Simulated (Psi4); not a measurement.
# Run report: C4H6O2 (charge +1), single-point calculation (part 2 of 2)

C4H6O2, charge +1, multiplicity 2; MP3/6-31G*, UHF (Psi4 1.11). The geometry is that of the parent species in another charge or spin state. The geometry comes from this level: PBE0-D4/def2-TZVP.

Geometry of the input (Å):
```
C  -2.1884  1.1735  0.0332
C  -0.8980  1.0686  0.3174
C  -0.1323  -0.1265  -0.0959
O  -0.5731  -1.0716  -0.6964
O  1.1476  -0.0257  0.2907
C  1.9730  -1.1298  -0.0603
H  -2.6925  0.3794  -0.5066
H  -2.7656  2.0414  0.3277
H  -0.3561  1.8382  0.8546
H  1.9983  -1.2612  -1.1431
H  2.9649  -0.8933  0.3183
H  1.5991  -2.0484  0.3945
```

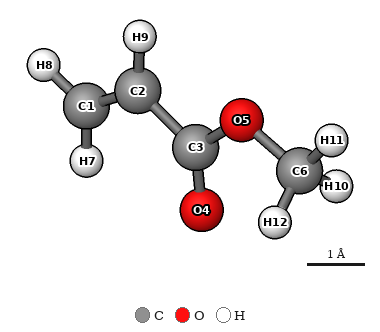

The structure as given in the input (ball-and-stick view, seen at an oblique angle; atoms are numbered from 1 in the order of the input).

## What the program printed, continued
```
Properties will be evaluated at   0.000000,   0.000000,   0.000000 [a0]

Properties computed using the SCF density matrix

 Multipole Moments:

 ------------------------------------------------------------------------------------
     Multipole            Electronic (a.u.)      Nuclear  (a.u.)        Total (a.u.)
 ------------------------------------------------------------------------------------

 L = 1.  Multiply by 2.5417464519 to convert [e a0] to [Debye]
 Dipole X            :         -2.9077841            1.0318758           -1.8759083
 Dipole Y            :          1.4638661            0.4183176            1.8821837
 Dipole Z            :         -0.0089292            0.4841016            0.4751724
 Magnitude           :                                                    2.6995252

 ------------------------------------------------------------------------------------

	total time  =          3 seconds =       0.05 minutes
 MINTS: Wrapper to libmints.

   Calculation information:
      Number of threads:                 1
      Number of atoms:                  12
      Number of AO shells:              48
      Number of SO shells:              48
      Number of primitives:            114
      Number of atomic orbitals:       102
      Number of basis functions:        96

      Number of irreps:                  1
      Integral cutoff                 1.00e-12
      Number of functions per irrep: [  96 ]

 OEINTS: Overlap, kinetic, potential, dipole, and quadrupole integrals
         stored in file 35.

      Computing two-electron integrals...done
      Computed 9725660 non-zero two-electron integrals.
        Stored in file 33.

  Module OCC Options:
  ----------------------------------------------------------------------------
  ACTIVE                        => (empty)
  BASIS_RELATIVISTIC            => (empty)
  BENCH                         => (empty)
  CACHELEVEL                    => (empty)
  CCL_ENERGY                    => (empty)
  CC_MAXITER                    => (empty)
  CC_TYPE                       => (empty)
  CEPA_OS_SCALE                 => (empty)
  CEPA_SOS_SCALE                => (empty)
  CEPA_SS_SCALE                 => (empty)
  CEPA_TYPE                     => (empty)
  CI_TYPE                       => (empty)
  CUBEPROP_BASIS_FUNCTIONS      => (empty)
  CUBEPROP_FILEPATH             => (empty)
  CUBEPROP_ISOCONTOUR_THRESHOLD => (empty)
  CUBEPROP_ORBITALS             => (empty)
  CUBEPROP_TASKS                => (empty)
  CUBIC_BASIS_TOLERANCE         => (empty)
  CUBIC_BLOCK_MAX_POINTS        => (empty)
  CUBIC_GRID_OVERAGE            => (empty)
  CUBIC_GRID_SPACING            => (empty)
  CUTOFF                        => (empty)
  DDX                           => (empty)
  DEBUG                         => (empty)
  DERTYPE                       => (empty)
  DF_BASIS_CC                   => (empty)
  DIE_IF_NOT_CONVERGED          => (empty)
  DIIS_MAX_VECS                 => (empty)
  DIIS_MIN_VECS                 => (empty)
  DKH_ORDER                     => (empty)
  DOCC                          => (empty)
  DO_DIIS                       => (empty)
  DO_LEVEL_SHIFT                => (empty)
  DO_SCS                        => (empty)
  DO_SOS                        => (empty)
  E3_SCALE                      => (empty)
  EA_POLES                      => (empty)
  EKT_EA                        => (empty)
  EKT_IP                        => (empty)
  EP_EA_POLES                   => (empty)
  EP_IP_POLES                   => (empty)
  EP_MAXITER                    => (empty)
  EXTERNAL_POTENTIAL_SYMMETRY   => (empty)
  E_CONVERGENCE                 => 1e-09           !
  FREEZE_CORE                   => (empty)
  FREEZE_CORE_POLICY            => (empty)
  FROZEN_DOCC                   => (empty)
  FROZEN_UOCC                   => (empty)
  INTEGRAL_PACKAGE              => (empty)
  IP_POLES                      => (empty)
  LEVEL_SHIFT                   => (empty)
  LITERAL_CFOUR                 => (empty)
  LS_THC_BASIS_TOLERANCE        => (empty)
  LS_THC_DF                     => (empty)
  LS_THC_PRUNING_SCHEME         => (empty)
  LS_THC_RADIAL_POINTS          => (empty)
  LS_THC_SPHERICAL_POINTS       => (empty)
  LS_THC_S_EPSILON              => (empty)
  LS_THC_WEIGHTS_TOLERANCE      => (empty)
  MAT_NUM_COLUMN_PRINT          => (empty)
  MAX_MOGRAD_CONVERGENCE        => (empty)
  MAX_RADIAL_MOMENT             => (empty)
  MBIS_D_CONVERGENCE            => (empty)
  MBIS_MAXITER                  => (empty)
  MBIS_PRUNING_SCHEME           => (empty)
  MBIS_RADIAL_POINTS            => (empty)
  MBIS_SPHERICAL_POINTS         => (empty)
  MOGRAD_DAMPING                => (empty)
  MOLDEN_WITH_VIRTUAL           => (empty)
  MO_MAXITER                    => (empty)
  MO_READ                       => (empty)
  MO_STEP_MAX                   => (empty)
  MO_WRITE                      => (empty)
  MP2_OS_SCALE                  => (empty)
  MP2_SOS_SCALE                 => (empty)
  MP2_SOS_SCALE2                => (empty)
  MP2_SS_SCALE                  => (empty)
  MP2_TYPE                      => (empty)
  MP_TYPE                       => CONV            !
  NAT_ORBS                      => (empty)
  NUM_FROZEN_DOCC               => 6               !
  NUM_FROZEN_UOCC               => (empty)
  NUM_GPUS                      => (empty)
  OCC_ORBS_PRINT                => (empty)
  OEPROP                        => (empty)
  OPT_METHOD                    => (empty)
  ORBITAL_OPTIMIZER_PACKAGE     => (empty)
  ORB_OPT                       => FALSE           !
  ORB_RESP_SOLVER               => (empty)
  ORTH_TYPE                     => (empty)
  OS_SCALE                      => (empty)
  PARENT_SYMMETRY               => (empty)
  PCG_BETA_TYPE                 => (empty)
  PCG_CONVERGENCE               => (empty)
  PCG_MAXITER                   => (empty)
  PCM                           => (empty)
  PE                            => (empty)
  PRINT                         => (empty)
  PRINT_NOONS                   => (empty)
  PROPERTIES                    => (empty)
  PROPERTIES_ORIGIN             => (empty)
  PUREAM                        => TRUE            !
  QC_MODULE                     => (empty)
  RAS1                          => (empty)
  RAS2                          => (empty)
  RAS3                          => (empty)
  RAS4                          => (empty)
  RELATIVISTIC                  => (empty)
  RELAXED                       => (empty)
  REMP_A                        => (empty)
  RESTRICTED_DOCC               => (empty)
  RESTRICTED_UOCC               => (empty)
  RMS_MOGRAD_CONVERGENCE        => (empty)
  R_CONVERGENCE                 => (empty)
  SCF_TYPE                      => PK              !
  SCREENING                     => (empty)
  SCS_TYPE                      => (empty)
  SOCC                          => (empty)
  SOS_TYPE                      => (empty)
  SPIN_SCALE_TYPE               => NONE            !
  SS_SCALE                      => (empty)
  SYMMETRIZE                    => (empty)
  TPDM_ABCD_TYPE                => (empty)
  WFN                           => (empty)
  WFN_TYPE                      => OMP3            !
  WRITER_FILE_LABEL             => (empty)
  ZORA_BASIS_TOLERANCE          => (empty)
  ZORA_NR_DEBUG                 => (empty)
  ZORA_PRUNING_SCHEME           => (empty)
  ZORA_RADIAL_POINTS            => (empty)
  ZORA_SPHERICAL_POINTS         => (empty)

 ==============================================================================
 ==============================================================================
 ==============================================================================

                             MP3

 ==============================================================================
 ==============================================================================
 ==============================================================================

	MO spaces per irreps...

	IRREP   FC   AOCC  BOCC  AVIR    BVIR  FV
	==========================================
	   A     6    17    16    73     74     0
	==========================================

	Computing MP2 energy using SCF MOs (Canonical MP2)...
	==============================================================================
	Nuclear Repulsion Energy (a.u.)    :   228.79079714446146
	SCF Energy (a.u.)                  :  -304.34020416911568
	REF Energy (a.u.)                  :  -304.34020416911568
	Alpha-Alpha Contribution (a.u.)    :    -0.10947640552523
	Alpha-Beta Contribution (a.u.)     :    -0.58553743566037
	Beta-Beta Contribution (a.u.)      :    -0.09663582645323
	Scaled_SS Correlation Energy (a.u.):    -0.06870407732615
	Scaled_OS Correlation Energy (a.u.):    -0.70264492279244
	SCS-MP2 Total Energy (a.u.)        :  -305.11155316923430
	SOS-MP2 Total Energy (a.u.)        :  -305.10140283547418
	SCSN-MP2 Total Energy (a.u.)       :  -304.70296169739777
	SCS-MP2-VDW Total Energy (a.u.)    :  -305.19274820275024
	SOS-PI-MP2 Total Energy (a.u.)     :  -305.15995657904017
	MP2 Correlation Energy (a.u.)      :    -0.79164966763883
	MP2 Total Energy (a.u.)            :  -305.13185383675449
	==============================================================================

	Computing MP3 energy using SCF MOs (Canonical MP3)...
	==============================================================================
	Nuclear Repulsion Energy (a.u.)    :   228.79079714446146
	SCF Energy (a.u.)                  :  -304.34020416911568
	REF Energy (a.u.)                  :  -304.34020416911568
	Alpha-Alpha Contribution (a.u.)    :    -0.10285931818644
	Alpha-Beta Contribution (a.u.)     :    -0.63267705230543
	Beta-Beta Contribution (a.u.)      :    -0.08937540912636
	MP2.5 Correlation Energy (a.u.)    :    -0.80828072362851
	MP2.5 Total Energy (a.u.)          :  -305.14848489274419
	SCS-MP3 Total Energy (a.u.)        :  -305.11986869722915
	3rd Order Energy (a.u.)            :    -0.03326211197941
	MP3 Correlation Energy (a.u.)      :    -0.82491177961824
	MP3 Total Energy (a.u.)            :  -305.16511594873390
	==============================================================================

	total time  =         10 seconds =       0.17 minutes

    Psi4 run time: 0:00:15.70
```

## File result.json
```
{
 "driver": "energy",
 "model": {
  "method": "mp3",
  "basis": "6-31G*"
 },
 "success": true,
 "return_result": -305.1651159487339,
 "properties": {
  "calcinfo_nbasis": 96,
  "calcinfo_nmo": 96,
  "calcinfo_nalpha": 23,
  "calcinfo_nbeta": 22,
  "calcinfo_natom": 12,
  "nuclear_repulsion_energy": 228.79079714446146,
  "return_energy": -305.1651159487339,
  "scf_one_electron_energy": -858.4224620104463,
  "scf_two_electron_energy": 325.29146069686925,
  "scf_dipole_moment": [-1.8759083094541582, 1.8821837403697985, 0.47517242748353755],
  "scf_total_energy": -304.3402041691157,
  "scf_iterations": 27,
  "mp2_same_spin_correlation_energy": -0.20611223197846257,
  "mp2_opposite_spin_correlation_energy": -0.5855374356603689,
  "mp2_singles_energy": 0.0,
  "mp2_doubles_energy": -0.7916496676388314,
  "mp2_correlation_energy": -0.7916496676388078,
  "mp2_total_energy": -305.1318538367545
 }
}
```

## Key numbers

```csv
quantity,value
outcome,converged
total energy,−305.165116 hartree
SCF energy,−304.340204 hartree
MP2 energy,−305.131854 hartree
correlation energy,−0.824912 hartree
basis functions,96
⟨S²⟩,0.884
wall time,17 s
peak memory,0.71 GiB
```

## Notes

The record of the run, not the program, notes: spin contaminated. ⟨S²⟩ is 0.88 against 0.75 for a pure state: the solution is spin-contaminated.
